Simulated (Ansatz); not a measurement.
**GaHCl2O (SMILES [OH][Ga]([Cl])[Cl]) at BCCD(T)/def2-SVP**

Aim: the electronic atomisation energy of GaHCl2O at BCCD(T)/def2-SVP, from 5 runs. 

Program for the calculation: Ansatz 0.2.0.

79 further runs of the same task are left out: 79 set aside as unsound or not needed. Runs told in other sessions of the task aren't counted.

**1. The system as given**

The species is GaHCl2O (5 atoms), meant as a singlet with charge 0. As SMILES, `[OH][Ga]([Cl])[Cl]`. The shape is that of a PBE0-D4/def2-TZVP optimisation.

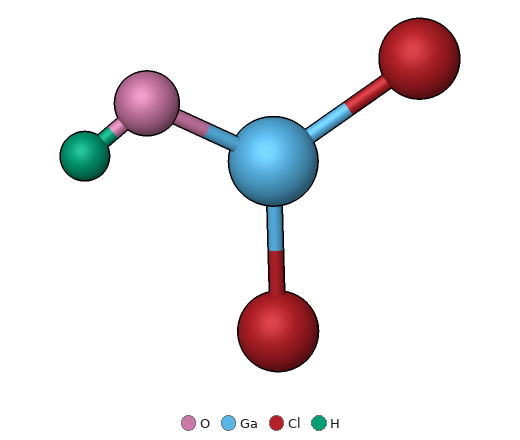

Viewed from a chosen angle; oxygen pink, gallium blue, chlorine red, hydrogen teal.

**2. A single-point energy at BCCD(T)/def2-SVP**

File in.yaml:

```yaml
crystal:
  periodic: [false, false, false]
  atoms:
    - {symbol: O, position_ang: [0.254500, 1.354600, 0.245900]}
    - {symbol: Ga, position_ang: [0.118500, -0.394500, 0.056800]}
    - {symbol: Cl, position_ang: [1.500000, -1.634900, 1.057700]}
    - {symbol: Cl, position_ang: [-1.407900, -1.236300, -1.155800]}
    - {symbol: H, position_ang: [-0.415200, 1.837400, -0.246000]}
basis:
  gaussian:
    orbitals: def2-SVP
scf:
  omitted_lower_state_checks: [cluster_reference, increment]
correlation:
  method: bccd_t
  frozen_orbitals: {Cl: 5, Ga: 9, H: 0, O: 1}
accuracy: high
```

Command:

```sh
$ ansatz run in.yaml --threads 1 --pin off --max-ram 3480MiB --events-out events.jsonl --progress --plain --runs-dir runs
```

What it wrote (excerpt; [...] marks lines left out):

```text
Warning: RAYON_NUM_THREADS=1 ignored (pool sized by the plan → 1); use --threads N
Functional definition: HF
  name "HF"
[...]
1675 factors; integrals over basis functions are off by at most 6.0e-9 eV
[...]
mean field -79382.36203523 eV, -2917.2479974972 hartree, gradient 7.6e-9 eV, S^2 0.000000; 0 other end points of the search recorded, 0 dependent functions left out
20 core orbitals not correlated: weight in the atoms' cores, before any rotation towards them, 1.000 or more for the frozen orbitals, at most 0.000 for the correlated occupied ones
reference -79382.36203523 eV, -2917.2479974972 hartree; 17, 17 occupied and 50, 50 virtual orbitals, 1675 factors
second order -17.89430788 eV of doubles, -0.00000000 eV of singles
cycle   1  -17.74546815 eV  change    1.5e-1 eV  update   1.0e-1
[...]
cycle  20  -18.25754839 eV  change    2.7e-9 eV  update   2.7e-9
perturbative correction -0.52842113 eV, -0.0194191183 hartree
Total energy: -79401.14800475 eV, -2917.9383691435 hartree
Checks for a lower state left out: cluster_reference, increment
```

Run time: 19 s. Hardware: 1 thread of Arm Neoverse V2, shared host; peak memory 0.51 GiB.

**3. The Cl atom at the same level**

File input.yaml:

```yaml
crystal:
  periodic: [false, false, false]
  atoms:
    - {symbol: Cl, position_ang: [0.000000, 0.000000, 0.000000]}
basis:
  gaussian:
    orbitals: def2-SVP
magnetization:
  spin_polarized: true
  initial_magnetization: 1
correlation:
  method: bccd_t
  frozen_orbitals: {Cl: 5}
accuracy: high
scf:
  omitted_lower_state_checks: [cluster_reference, increment]
```

Run the same way, it converges to -459.44599 Eh (log not shown).

**4. The Ga atom, same level**

File input.yaml:

```yaml
crystal:
  periodic: [false, false, false]
  atoms:
    - {symbol: Ga, position_ang: [0.000000, 0.000000, 0.000000]}
basis:
  gaussian: {orbitals: def2-SVP}
magnetization: {spin_polarized: true, initial_magnetization: 1}
correlation: {method: bccd_t, frozen_orbitals: {Ga: 9}}
accuracy: high
scf: {omitted_lower_state_checks: [cluster_reference, increment]}
```

Run the same way, it converges to -1923.15453 Eh (log not shown).

**5. The H atom: the energy at UHF/def2-SVP**

File in.yaml:

```yaml
crystal:
  periodic: [false, false, false]
  atoms:
    - {symbol: H, position_ang: [0.000000, 0.000000, 0.000000]}
basis:
  gaussian:
    orbitals: def2-SVP
magnetization:
  spin_polarized: true
  initial_magnetization: 1
hamiltonian:
  xc: hf
accuracy: high
```

Run the same way, it converges to -0.49928 Eh (log not shown).

**6. The O atom**

File job.yaml:

```yaml
crystal:
  periodic: [false, false, false]
  atoms:
    - {symbol: O, position_ang: [0.000000, 0.000000, 0.000000]}
basis:
  gaussian:
    orbitals: def2-SVP
magnetization:
  spin_polarized: true
  initial_magnetization: 2
correlation:
  method: bccd_t
  frozen_orbitals: {O: 1}
accuracy: high
scf:
  omitted_lower_state_checks: [cluster_reference, increment]
```

Command:

```sh
$ ansatz run job.yaml --threads 1 --pin off --max-ram 3480MiB --events-out events.jsonl --progress --plain --runs-dir runs
```

What it wrote (excerpt; [...] marks lines left out):

```text
Warning: RAYON_NUM_THREADS=1 ignored (pool sized by the plan → 1); use --threads N
[... 2 set-up lines as earlier in the session ...]
[...]
95 factors; integrals over basis functions are off by at most 1.3e-9 eV
[...]
mean field -2033.23752658 eV, -74.7201009238 hartree, gradient 6.2e-9 eV, S^2 2.005296; 3 other end points of the search recorded, 0 dependent functions left out
1 core orbitals not correlated: weight in the atoms' cores, before any rotation towards them, 1.000 or more for the frozen orbitals, at most 0.000 for the correlated occupied ones
reference -2033.23752658 eV, -74.7201009238 hartree; 4, 2 occupied and 9, 11 virtual orbitals, 95 factors
second order -2.75656523 eV of doubles, -0.00000000 eV of singles
cycle   1  -3.09047006 eV  change   -3.3e-1 eV  update   2.4e-2
[...]
cycle  14  -3.17017927 eV  change  -4.5e-10 eV  update  2.4e-10
perturbative correction -0.02354195 eV, -0.0008651506 hartree
Total energy: -2036.43124779 eV, -74.8374680138 hartree
Checks for a lower state left out: cluster_reference, increment
```

Wall time 0.3 s (1 thread of Arm Neoverse V2, shared host).

**7. What came out**

At BCCD(T)/def2-SVP, 20 core orbitals frozen:

```
                                              quantity           value
                                molecule: total energy  -2917.93837 Eh
molecule: correlation energy (20 core orbitals frozen)      -690.4 mEh
                              molecule: (T) correction      -19.42 mEh
                                 Cl atom: total energy   -459.44599 Eh
  Cl atom: correlation energy (5 core orbitals frozen)      -126.7 mEh
                               Cl atom: (T) correction       -1.09 mEh
            Cl atom: ⟨S²⟩ of the reference determinant           0.755
                                 Ga atom: total energy  -1923.15453 Eh
  Ga atom: correlation energy (9 core orbitals frozen)      -180.4 mEh
                               Ga atom: (T) correction       -7.44 mEh
            Ga atom: ⟨S²⟩ of the reference determinant           0.759
                                  H atom: total energy     -0.49928 Eh
                                          H atom: ⟨S²⟩           0.750
                                  O atom: total energy    -74.83747 Eh
    O atom: correlation energy (1 core orbital frozen)      -117.4 mEh
                                O atom: (T) correction       -0.87 mEh
             O atom: ⟨S²⟩ of the reference determinant           2.005
                         electronic atomisation energy       15.105 eV
```

**Reading.** Taking the molecule apart into free atoms costs 15.11 eV (1457 kJ/mol), before zero-point energy and without spin-orbit coupling. The triples (molecule) make up 2.8 % of the correlation energy. The triples (Cl atom) make up 0.9 % of the correlation energy. The triples (Ga atom) make up 4.1 % of the correlation energy. The triples (O atom) make up 0.7 % of the correlation energy.
